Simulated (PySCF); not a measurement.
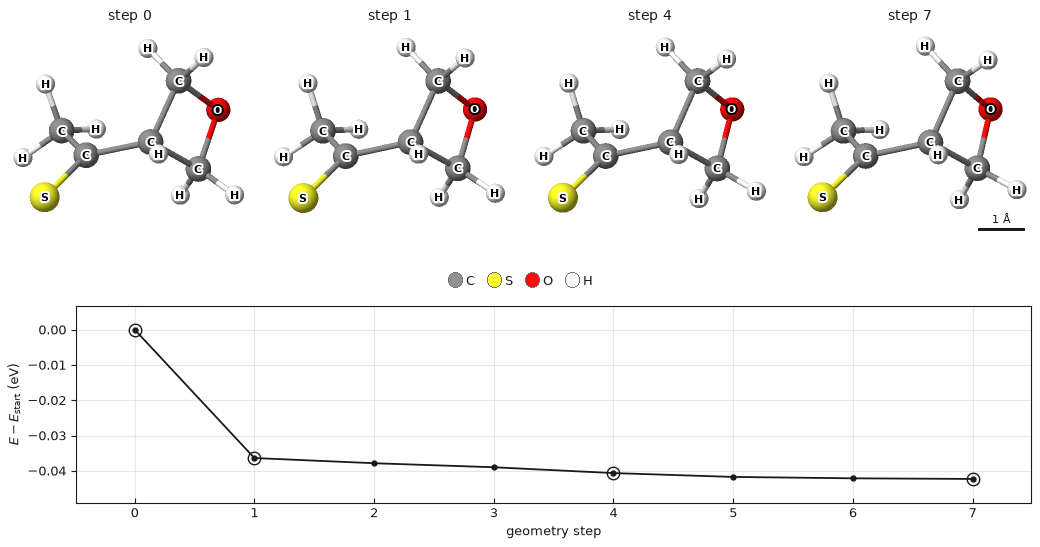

Frames of a relaxation of C₅H₈OS, marked on the history of the run. The picture is a ball-and-stick view, seen at a tilt.

The start comes from GFN2-xTB.

Level of theory: PySCF, PBE0-D3(BJ)/def2-SVP geometry optimisation, gas phase. 

Describe the path.

Answer. The atom that moves furthest after the best rigid fit is the O atom (0.21 Å). By element the largest moves are O 0.21 Å, H 0.14 Å, S 0.05 Å, C 0.04 Å. Among the contacts that change: C–H 1.088 → 1.102 Å, C–C 1.488 → 1.499 Å, C–O 1.428 → 1.423 Å. Over 7 geometry steps the energy falls by 0.042 eV. The run took roughly 2.9 core-minutes on a shared host. From step 0 to 1: the O atom moves most (0.10 Å), energy −0.036 eV. From step 1 to 4: the O atom moves most (0.07 Å), energy −0.004 eV. From step 4 to 7: the O atom moves most (0.05 Å), energy −0.002 eV.

```
step  E − E(0), eV
   0        0.0000
   1       -0.0364
   2       -0.0379
   3       -0.0390
   4       -0.0406
   5       -0.0417
   6       -0.0421
   7       -0.0423
```
